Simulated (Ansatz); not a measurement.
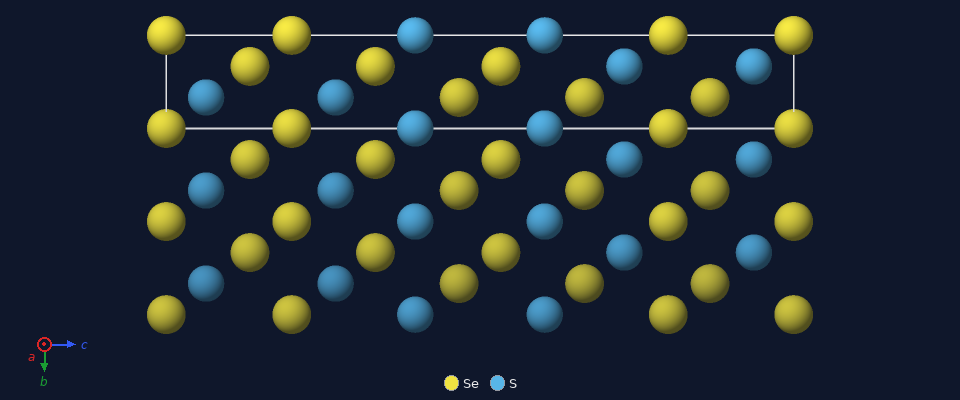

The picture looks along a close-packed row of the hexagonal mesh; c points to the right. Every atom sits on one of the three columns of the mesh; call them A, B, C in the order in which they first turn up. The sequence starts with the first layer at or above the cell's origin.

Se₃S₂ (space group R-3m, No. 166). Coordinates: the geometry relaxed with Ansatz 0.2.0, DFT PBE, scalar-relativistic, plane waves, PAW; the starting structure was generated, so it need not be a known form of this composition.

### Read off the stacking sequence over one period.

Se(A) – S(B) – Se(C) – Se(A) – S(B) – Se(C) – S(A) – Se(B) – Se(C) – S(A) – Se(B) – S(C) – Se(A) – Se(B) – S(C) (15 layers in 22.96 Å).

### How are the S and Se layers alone stacked?

S and Se layers alone: ABCABCABCABCABC, the cubic type.
